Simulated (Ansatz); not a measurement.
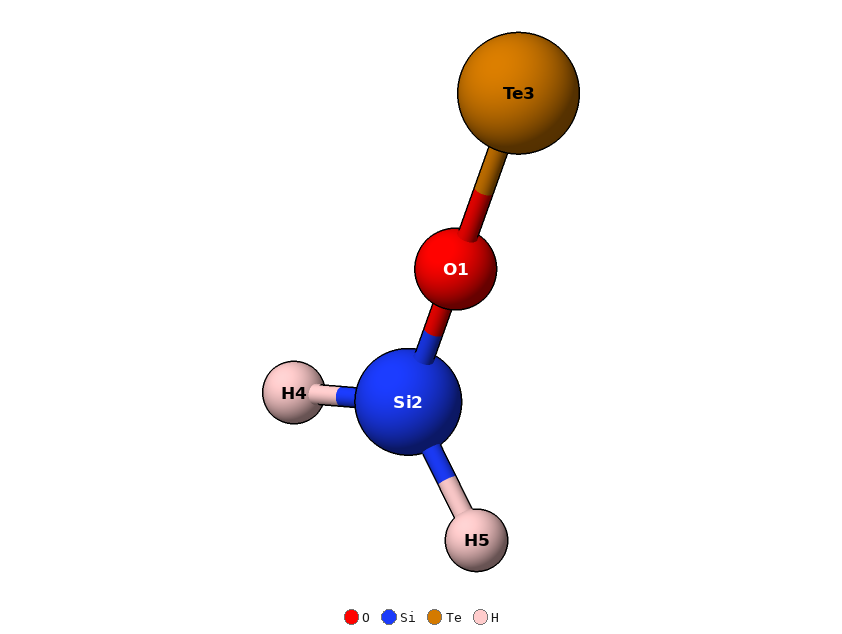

Computed geometry: PBE0-D4/def2-TZVP optimisation. No frequency run is at hand to confirm it as a minimum.

Give the bond lengths.

```
  bond  length (Å)
O1–Si2       1.536
O1–Te3       2.033
Si2–H4       1.473
Si2–H5       1.473
```
